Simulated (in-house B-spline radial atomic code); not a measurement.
# Hf⁸⁺: excited configurations in jj coupling

Wanted: excitation energies of Hf⁸⁺ as differences of total energies (ΔSCF).

Program: in-house B-spline radial atomic code version 1. Level of theory: Dirac-Hartree-Fock, average of configuration, Fermi nucleus, basis-set limit. These are calculated values, not measurements, unless marked.

**1. The system**

| Property | Result |
| --- | --- |
| element | hafnium (Z = 72) |
| charge | +8 |
| electrons | 64 |
| configuration | 1s2 2s2 2p6 3s2 3p6 3d10 4s2 4p6 4d10 4f-6 4f+7 5s2 5p-2 5p+1 |
| Hamiltonian | Dirac-Coulomb |
| nucleus | Fermi, rms radius 5.347 fm |

In configurations, a minus sign after the shell means j = l − 1/2 and a plus sign j = l + 1/2; the count of electrons follows.

Settings of the run:

```ini
Z = 72
electrons = 64.0
configuration = 1s2 2s2 2p6 3s2 3p6 3d10 4s2 4p6 4d10 4f-6 4f+7 5s2 5p-2 5p+1
hamiltonian = dirac
method = hf
spin_polarised = False
nucleus = fermi
rms_radius = 5.347
mass_number = 180
atomic_mass = 179.946559537
speed_of_light = 137.035999084
```

From the earlier run of the reference: total energy -15070.989210 hartree. Levels, eight at most:

```tsv
orbital	occupation	energy (eV)	<r> (bohr)
4p3/2	4	-532.22	0.5063
4d3/2	4	-372.03	0.5264
4d5/2	6	-358.85	0.5370
5s1/2	2	-191.39	1.078
5p1/2	2	-161.04	1.156
4f5/2	6	-158.08	0.6140
4f7/2	7	-155.37	0.6206
5p3/2	1	-151.49	1.224
```

**2. Run with 1s2 2s2 2p6 3s2 3p6 3d10 4s2 4p6 4d10 4f-5 4f+8 5s2 5p-2 5p+1**

Settings of the run:

```ini
Z = 72
electrons = 64.0
configuration = 1s2 2s2 2p6 3s2 3p6 3d10 4s2 4p6 4d10 4f-5 4f+8 5s2 5p-2 5p+1
hamiltonian = dirac
method = hf
spin_polarised = False
nucleus = fermi
rms_radius = 5.347
mass_number = 180
atomic_mass = 179.946559537
speed_of_light = 137.035999084
```

**3. Configuration 1s2 2s2 2p6 3s2 3p6 3d10 4s2 4p6 4d10 4f-5 4f+8 5s2 5p+3**

Changes to the settings of step 2:

```diff
@@ -2,3 +2,3 @@
 electrons = 64.0
-configuration = 1s2 2s2 2p6 3s2 3p6 3d10 4s2 4p6 4d10 4f-5 4f+8 5s2 5p-2 5p+1
+configuration = 1s2 2s2 2p6 3s2 3p6 3d10 4s2 4p6 4d10 4f-5 4f+8 5s2 5p+3
 hamiltonian = dirac
```

**4. Run with 1s2 2s2 2p6 3s2 3p6 3d10 4s2 4p6 4d10 4f-5 4f+8 5s2 5p-1 5p+2**

Changes to the settings of step 3:

```diff
@@ -2,3 +2,3 @@
 electrons = 64.0
-configuration = 1s2 2s2 2p6 3s2 3p6 3d10 4s2 4p6 4d10 4f-5 4f+8 5s2 5p+3
+configuration = 1s2 2s2 2p6 3s2 3p6 3d10 4s2 4p6 4d10 4f-5 4f+8 5s2 5p-1 5p+2
 hamiltonian = dirac
```

**5. 1s2 2s2 2p6 3s2 3p6 3d10 4s2 4p6 4d10 4f-6 4f+7 5s2 5p-1 5p+2**

Changes to the settings of step 4:

```diff
@@ -2,3 +2,3 @@
 electrons = 64.0
-configuration = 1s2 2s2 2p6 3s2 3p6 3d10 4s2 4p6 4d10 4f-5 4f+8 5s2 5p-1 5p+2
+configuration = 1s2 2s2 2p6 3s2 3p6 3d10 4s2 4p6 4d10 4f-6 4f+7 5s2 5p-1 5p+2
 hamiltonian = dirac
```

Q: How far above the reference does each configuration lie (order and size, in eV)?

**Answer**, as computed:

| net move | configuration | energy above the reference (eV) | with Breit, QED, recoil (eV) | largest <r> (bohr) |
| --- | --- | --- | --- | --- |
| 4f5/2 → 4f7/2 | 1s2 2s2 2p6 3s2 3p6 3d10 4s2 4p6 4d10 4f-5 4f+8 5s2 5p-2 5p+1 | 2.027 | 1.955 | 1.22 |
| 5p1/2 → 5p3/2 | 1s2 2s2 2p6 3s2 3p6 3d10 4s2 4p6 4d10 4f-6 4f+7 5s2 5p-1 5p+2 | 9.362 | 9.251 | 1.22 |
| 4f5/2, 5p1/2 → 4f7/2, 5p3/2 | 1s2 2s2 2p6 3s2 3p6 3d10 4s2 4p6 4d10 4f-5 4f+8 5s2 5p-1 5p+2 | 11.091 | 10.910 | 1.22 |
| 4f5/2, 2×5p1/2 → 4f7/2, 2×5p3/2 | 1s2 2s2 2p6 3s2 3p6 3d10 4s2 4p6 4d10 4f-5 4f+8 5s2 5p+3 | 21.684 | 21.393 | 1.22 |

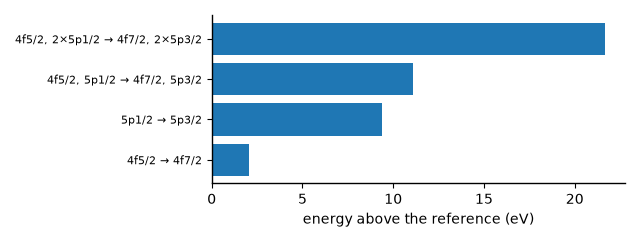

The configurations in order of energy, labelled by the net move of electrons.

**Reading.** The energies run from 2.027 eV (4f5/2 → 4f7/2) to 21.684 eV (4f5/2, 2×5p1/2 → 4f7/2, 2×5p3/2). These are averages over configurations, without correlation, not spectroscopic levels.
